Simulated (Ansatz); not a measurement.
CH$_{3}$NSe

Input

```
crystal:
  periodic: [false, false, false]
  atoms:
    - {symbol: N, position_ang: [-0.202264, -0.416433, 0.582412]}
    - {symbol: C, position_ang: [0.024708, 0.355014, -0.474915]}
    - {symbol: Se, position_ang: [1.616590, 0.714583, -1.184375]}
    - {symbol: H, position_ang: [-1.132106, -0.576897, 0.930863]}
    - {symbol: H, position_ang: [0.575718, -0.854360, 1.050313]}
    - {symbol: H, position_ang: [-0.882656, 0.778094, -0.904299]}
basis:
  gaussian: {orbitals: def2-TZVPP}
hamiltonian: {xc: pbe0, dispersion: d4}
output: {orbitals: {seedname: orbitals}}
```

Run with:

```sh
ansatz run in.yaml --threads 2 --pin off --events-out ev --progress --plain --max-ram 4352MiB
```

Geometry: PBE0-D4/def2-TZVP.

Theory: Ansatz, RKS PBE0-D4/def2-TZVPP.

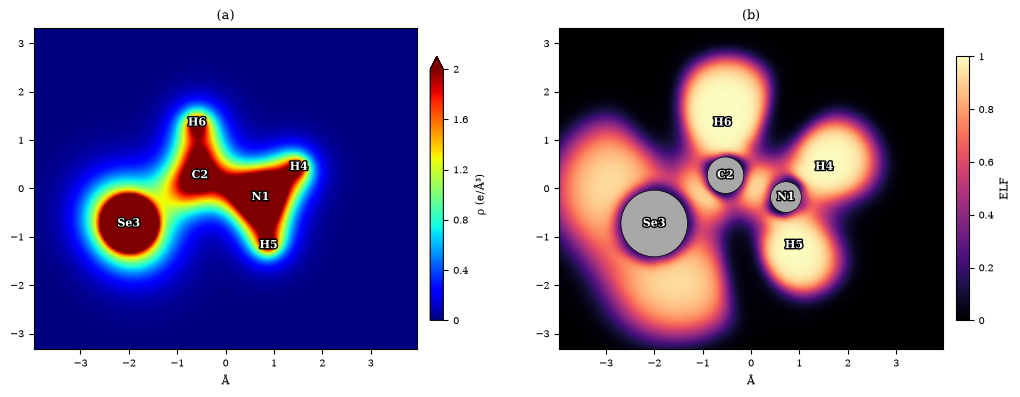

Figure 1. (a) electron density; (b) ELF on the molecular plane. Grey discs cover the atomic cores in the ELF map.

Interpret the plot.

Answer. The plane passes through N, C, Se and H nuclei.
C–N (1.33 Å): ρ at the midpoint is about 2.5 e/Å³; the ELF peaks at about 0.90 between the atoms, as expected for localised, covalent bonding.
C–Se (1.78 Å): ρ at the midpoint is about 1.3 e/Å³; the ELF peaks at about 0.90 between the atoms: a covalent bond.
N–H (1.01 Å): ρ is about 3 e/Å³ halfway; the ELF climbs to about 1 towards the hydrogen, as it does in any bond to H: a covalent bond by its length.
C–H (1.09 Å): ρ is about 2.1 e/Å³ halfway; the ELF climbs to about 1 towards the hydrogen; an ordinary covalent bond to hydrogen.
The ELF also peaks beside Se3, away from the bonds: lone-pair regions.

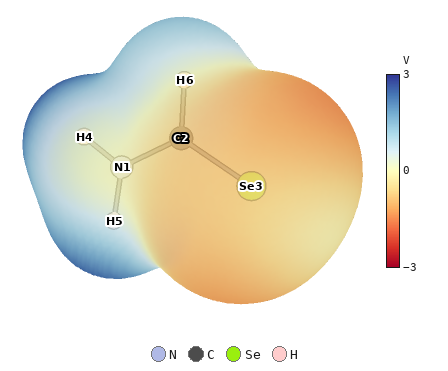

Figure 2. The electrostatic potential painted on the density surface at 0.002 e/bohr³, seen at a tilt; the colour scale runs from red (negative) to blue (positive).

Which sites attract a positive test charge, and which a negative one?

Answer. A positive charge is drawn to the negative regions and a negative charge to the positive ones. The most negative region (about −1.4 V) lies over Se3, the most positive (about +2.9 V) over H4.

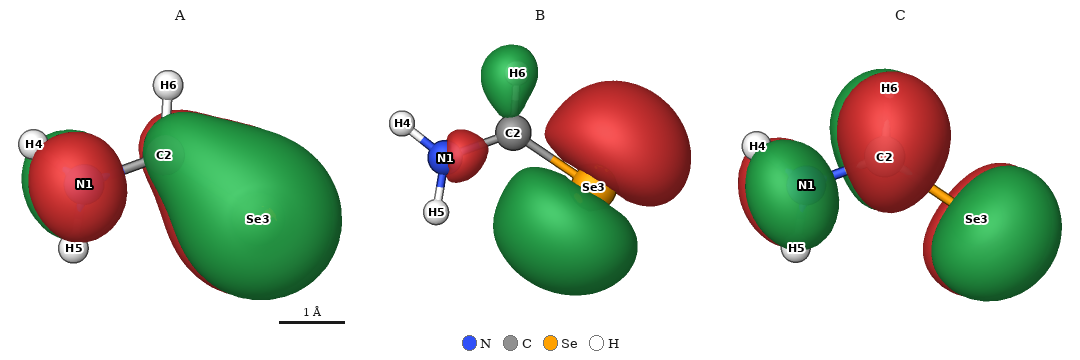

Figure 3. Three frontier orbitals at ±0.1 Å⁻³ᐟ² (green and red are the two phases), in no order.

Order the three orbitals by energy and name them.

Answer. A is the HOMO−1 (−6.57 eV). It lies mainly on Se3 (about 65 %), N1 (about 15 %) and C2 (about 15 %); it changes sign across the molecular plane (π type); π-antibonding (a node) across N1–C2. B is the HOMO (−5.91 eV). Its weight (Hirshfeld) is mainly on Se3 (about 90 %) and C2 (about 5 %); it is symmetric in the molecular plane (an in-plane orbital: σ, lone-pair or in-plane π type); largely a lone pair of Se3. C is the LUMO (−1.25 eV). It lies mainly on C2 (about 40 %), Se3 (about 35 %) and N1 (about 15 %); it changes sign across the molecular plane (π type); π-antibonding (a node) across N1–C2 and C2–Se3.

What is the HOMO–LUMO gap?

Answer. 4.66 eV between the orbital energies.
